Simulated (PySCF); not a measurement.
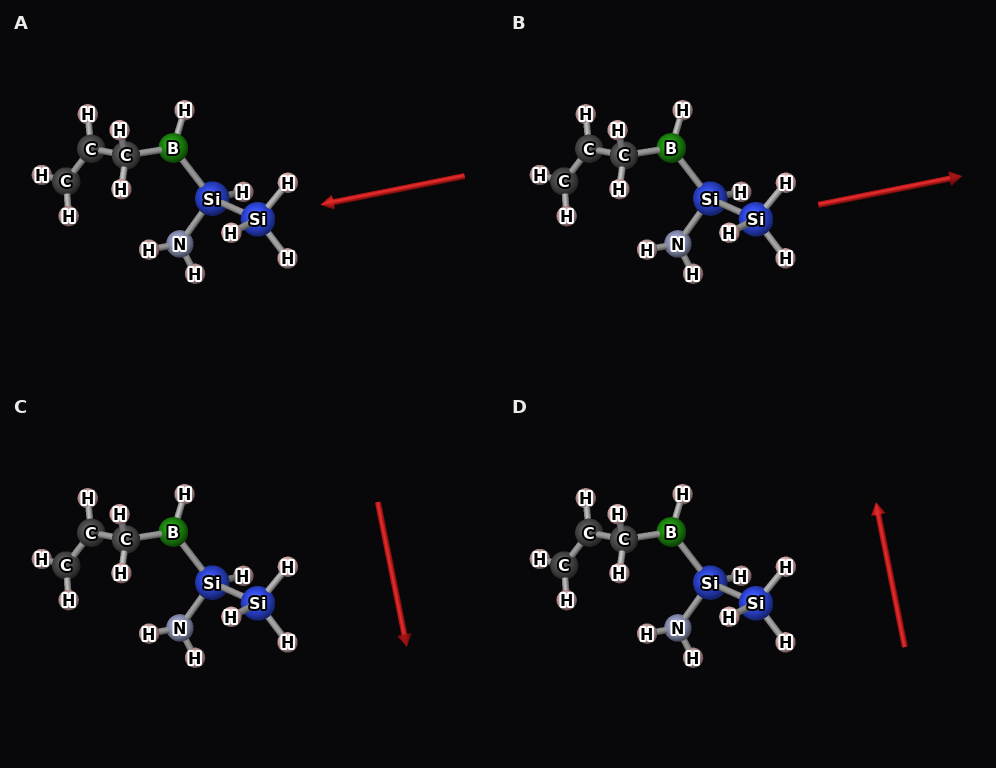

The same molecule four times, each with an arrow. Computed geometry: GFN2-xTB optimisation. No frequency run is at hand to confirm it as a minimum. Method: PBE0/pcSseg-1, gas phase (PySCF 2.14.0).

**Which arrow points along the dipole moment, from the negative to the positive end?**

A. The dipole moment is 1.56 D.

The geometry is semi-empirical. Around B, Si such bond lengths and angles can be off by a tenth of an ångström or more and by several degrees, and values that hang on the shape move with them.
